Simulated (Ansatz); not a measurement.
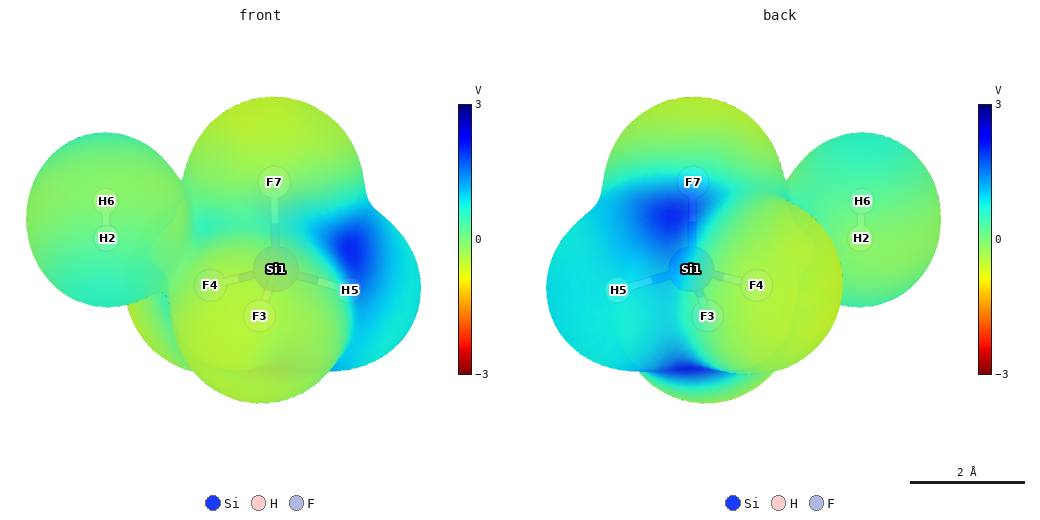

F$_{3}$HSi···H$_{2}$. The electrostatic potential painted on the density surface at 0.002 e/bohr³, seen from the front and from behind; the colour scale runs from red (negative) to blue (positive).

The product side of a reaction path; geometry: PBE0-D4/def2-TZVP.

These are results of RKS PBE0-D4/def2-TZVPP in Ansatz, not measurements.

| atom | x (Å) | y (Å) | z (Å) |
| --- | --- | --- | --- |
| Si | -0.9882 | 0.2047 | -0.1194 |
| H | 2.3528 | -0.7177 | -0.0125 |
| F | -0.3281 | -0.3926 | -1.4165 |
| F | -0.8560 | -0.8534 | 1.0367 |
| H | -2.3929 | 0.5277 | -0.3619 |
| H | 2.4013 | -0.2628 | 0.5772 |
| F | -0.1889 | 1.4941 | 0.2963 |

Which sites attract a positive test charge, and which a negative one?

A positive charge is drawn to the negative regions and a negative charge to the positive ones. The most negative region (about −0.6 V) lies over F3, F4 and F7, the most positive (about +2.1 V) over Si1.
